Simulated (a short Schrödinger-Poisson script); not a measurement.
Stack: MOS inversion layer, Si3N4 on p-type Si(100), at 400 K.

| layer | material | thickness (nm) | Na (cm⁻³) |
|---|---|---|---|
| 1 | Si3N4 | 2.4 | - |
| 2 | Si | 1700 | 1.6e16 |

Constants are typed, rounded textbook-type inputs, not results; the design itself was drawn at random and stands for no fabricated device. Si3N4: permittivity 7.5, conduction-band edge (eV) 1.95, gap (eV) 5.1, electron mass (mₑ) 0.5. Si: permittivity 11.7, conduction-band edge (eV) 0, gap (eV) 1.124, Nv at 300 K (cm⁻³) 3.1e19.

Channel valleys (confinement mass, in-plane density-of-states mass, number): Δ2 0.916, 0.19, 2; Δ4 0.19, 0.417, 4. At the gate the conduction-band edge of layer 1 lies 2.16 eV − eVg above the Fermi level of the channel; the field vanishes at the back. Gaps are held at their typed values at every temperature. Mesh 0.03 nm at interfaces.

From a short Schrödinger-Poisson script (our own, NumPy): 1D Poisson equation in equilibrium, electrons quantum, Hartree (BenDaniel-Duke, 12 states a valley, the channel's in-plane mass for all, wave functions ending at the dielectric), parabolic valleys, classical holes, full ionisation, no traps, pinning or gate leakage.

Only gate voltages with over 1e8 electrons/cm² are shown.

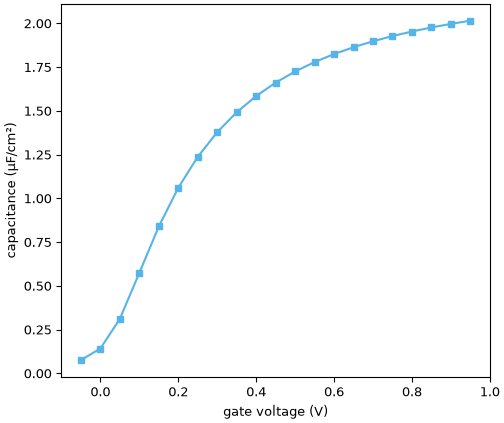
Fig. 1. Quasi-static capacitance against gate voltage

```csv
Vg (V),electrons (cm⁻²),C (μF/cm²),Δ2 E0 (meV),Δ2 E1 (meV),Δ4 E0 (meV),Δ4 E1 (meV)
-0.05,6.67e9,0.0762,303.9,321.8,320.4,350.2
0,2.46e10,0.142,257.2,276.0,274.5,305.6
0.05,8.01e10,0.312,213.9,234.3,232.7,265.7
0.1,2.08e11,0.575,177.0,200.2,198.5,234.4
0.15,4.24e11,0.840,147.5,174.6,172.7,212.4
0.2,7.18e11,1.06,124.0,155.7,153.5,197.4
0.25,1.08e12,1.24,105.0,141.4,139.0,187.0
0.3,1.48e12,1.38,89.1,130.4,127.7,179.5
0.35,1.93e12,1.49,75.7,121.6,118.8,173.9
0.4,2.41e12,1.59,64.1,114.5,111.4,169.6
0.45,2.92e12,1.66,53.9,108.5,105.4,166.3
0.5,3.44e12,1.73,44.8,103.5,100.2,163.6
0.55,3.99e12,1.78,36.5,99.2,95.8,161.4
0.6,4.55e12,1.82,29.1,95.4,91.9,159.6
0.65,5.13e12,1.86,22.2,92.1,88.5,158.1
0.7,5.72e12,1.90,15.8,89.1,85.5,156.8
0.75,6.31e12,1.93,9.8,86.5,82.7,155.6
0.8,6.92e12,1.95,4.1,84.0,80.2,154.6
0.85,7.53e12,1.98,-1.3,81.8,77.9,153.7
0.9,8.15e12,2.00,-6.4,79.7,75.7,152.9
0.95,8.78e12,2.02,-11.3,77.7,73.8,152.2
```

Subbands count from the Fermi level.
